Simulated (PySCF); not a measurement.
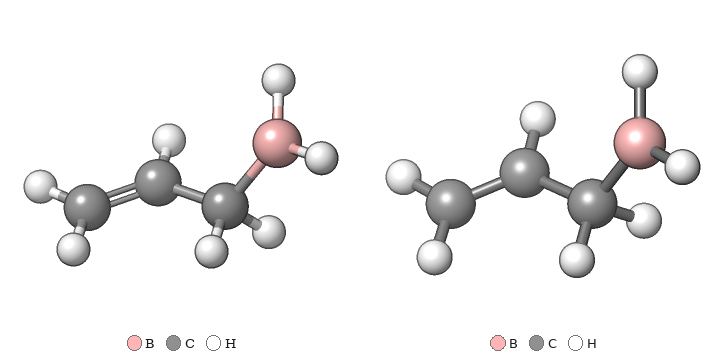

Both panels show the same species.

Computed geometry: PBE0-D3(BJ)/def2-SVP optimisation. No frequency run is at hand to confirm it as a minimum.

Question: Count the atoms of each element.

Answer: C₃H₇B, 11 atoms: 3 carbon, 7 hydrogen and 1 boron.

Question: Count the bonded pairs by element.

Answer: 5 C–H, 2 C–C, 2 B–H, 1 C–B.

Question: Which point group does it belong to?

Answer: C1.

Question: Write the SMILES.

Answer: BCC=C

The parts below concern this one geometry. Atoms keep their numbers from picture to picture.

NMR shielding

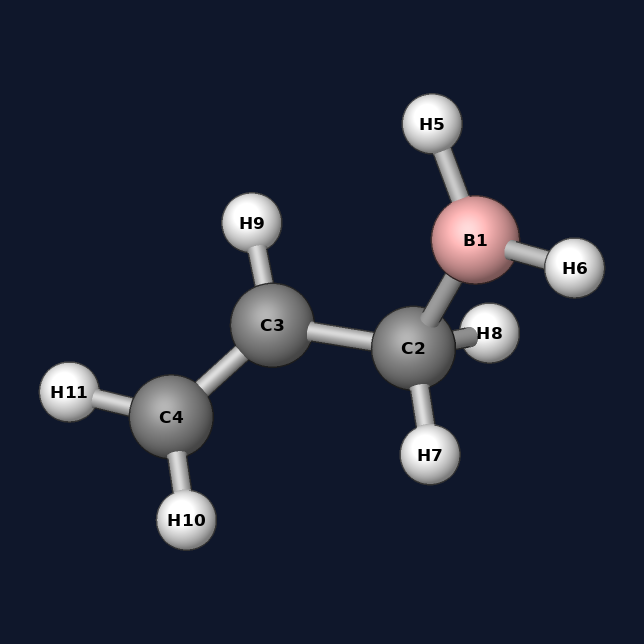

No frequency run is at hand to confirm it as a minimum. Method: GIAO PBE0/pcSseg-1 NMR shielding, non-relativistic, IEF-PCM chloroform (PySCF 2.14.0). Principal shieldings σ11 ≤ σ22 ≤ σ33, span Ω = σ33 − σ11, skew κ = 3(σiso − σ22)/Ω.

Give the shielding tensors of the B atoms.

```
atom    σ11    σ22    σ33  σiso      Ω     κ
  B1  −56.2  −19.0  125.0  16.6  181.3  0.59
```

Shieldings and span in ppm.

Polarisability

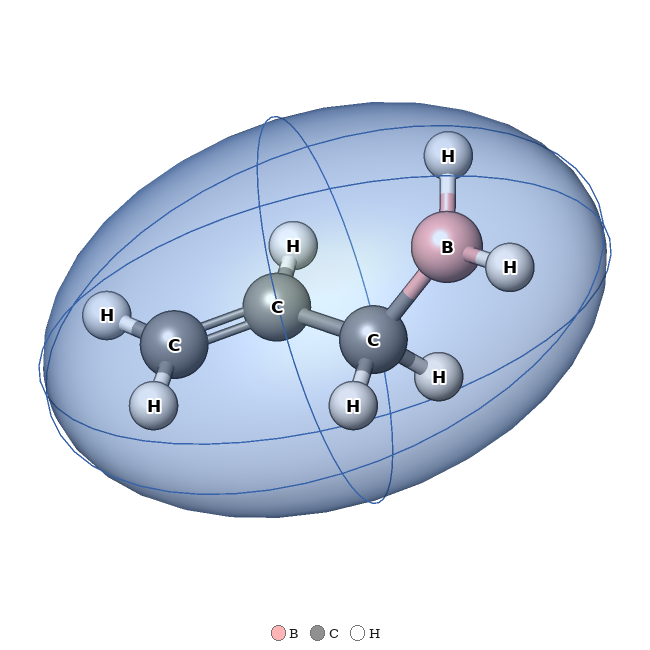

The ellipsoid shows the static dipole polarisability: its half-axes are proportional to the principal values. No frequency run is at hand to confirm it as a minimum. Computed with ωB97X-D/def2-SVPD (PySCF 2.14.0).

Question: Give the principal values, the mean and the anisotropy.

Answer: Principal values 42.5, 49.1, 69.5 bohr³; mean 53.7 bohr³ (7.96 Å³); anisotropy 24.4 bohr³, so the longest axis is 1.63 times the shortest.

Charges

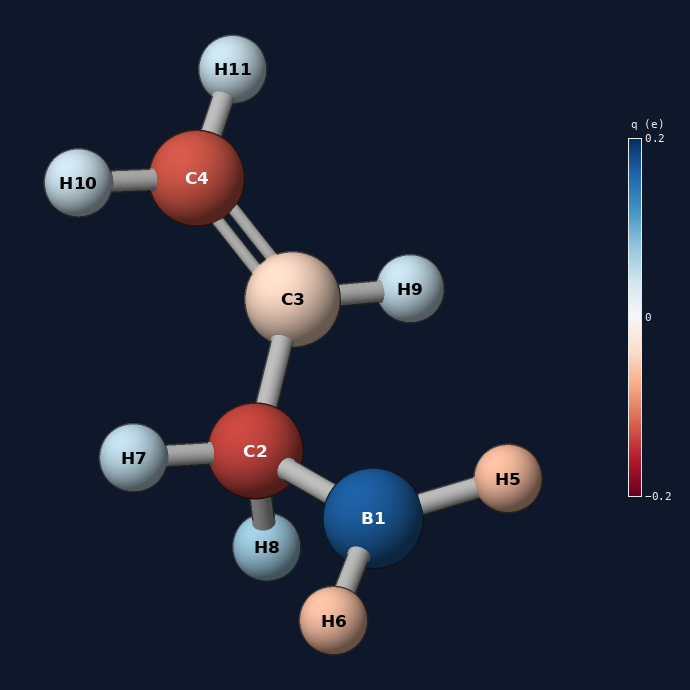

Atoms are coloured by their Hirshfeld charges. No frequency run is at hand to confirm it as a minimum. Method: PBE0/pcSseg-1 in chloroform (IEF-PCM) (PySCF 2.14.0).

Question: Which atom carries the highest charge (most positive or least negative)?

Answer: B1 (0.16 e).

Question: And the lowest?

Answer: C2 (−0.13 e).

Give the Hirshfeld charges atom by atom.

```tsv
atom	value (e)
B1	0.16
C2	−0.13
C3	−0.04
C4	−0.12
H5	−0.06
H6	−0.06
H7	0.05
H8	0.07
H9	0.05
H10	0.04
H11	0.04
```

Excitation

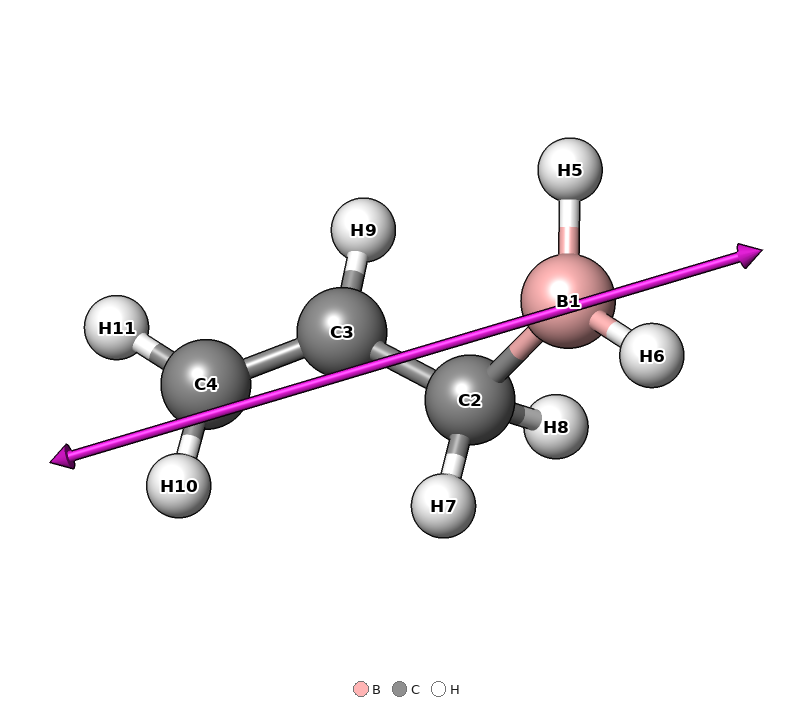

The double arrow shows the direction of the transition dipole to excited singlet state 4 (its length means nothing). No frequency run is at hand to confirm it as a minimum. Level of theory: TDDFT ωB97X-D/def2-SVPD, vertical, gas phase, core orbitals frozen in the response (PySCF 2.14.0).

Question: How is the transition polarised?

Answer: Close to the long direction B1···C4.

Question: Where does the transition lie, and how strong is it?

Answer: 7.27 eV (171 nm), oscillator strength 0.29, mainly HOMO → LUMO+1 (weight 0.62); transition dipole 3.22 D.
